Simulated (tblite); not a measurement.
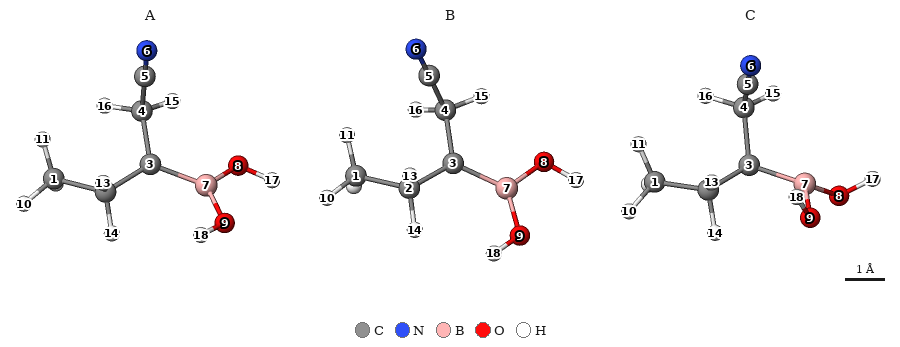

3 geometries from one relaxation of C$_{5}$H$_{9}$BNO$_{2}$ (multiplicity 2), in shuffled order. A ball-and-stick model, seen face on.

Theory: GFN2-xTB geometry optimisation, gas phase (tblite). 

Q: Order the frames from highest to lowest energy.

A: C, A, B. They are steps 0, 43, 145, at +1.838 eV, +0.074 eV relative to the last. The largest move after the best rigid fit is that of an H atom, 1.77 Å. By element the largest moves are H 1.77 Å, N 1.10 Å, O 0.97 Å, C 0.61 Å, B 0.13 Å. Near-neighbour distances that change, for instance: B–O 1.469 → 1.371 Å, H–O 1.003 → 0.954 Å, C–C 1.482 → 1.530 Å, C–H 1.136 → 1.095 Å. Bond angles that change, for instance: B–O–H 104.7° → 116.5°, C–C–B 113.7° → 123.4°, C–B–O 116.6° → 124.7°. The energy falls by 1.838 eV in 145 geometry steps. Cost: 1.3 s on 1 thread of Intel(R) Xeon(R) Processor @ 2.70GHz, on a shared host.
